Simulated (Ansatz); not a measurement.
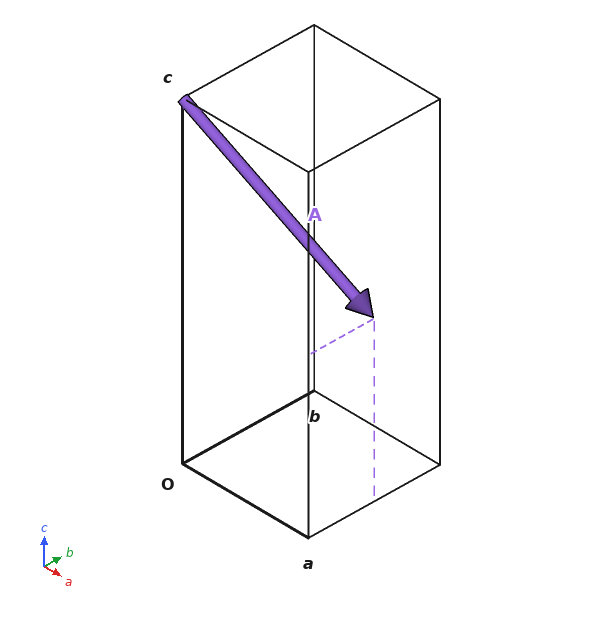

Crystal: Tl, the geometry relaxed with DFT PBE, scalar-relativistic, plane waves, PAW (Ansatz). The arrow starts at a corner of the unit cell and ends on its surface; where a tip isn't a corner, dashed lines run from it parallel to the axes. The drawing is computed from the coordinates (standard cell, symmetry found to 0.002 Å).

a = 3.644 Å, b = 3.644 Å, c = 5.484 Å, α = 90.00°, β = 90.00°, γ = 120.00°.

**Give [uvw] of the arrow.**

Arrow A runs from (0, 0, 1) to (1, 1/2, 1/2), so [2 1 −1], in four indices [1 0 −1 −1].

**How long is the vector ua + vb + wc?**

8.362 Å.

**In P6₃/mmc, No. 194, how many directions are equivalent to A (Laue class 6/mmm, both senses counted)?**

12.
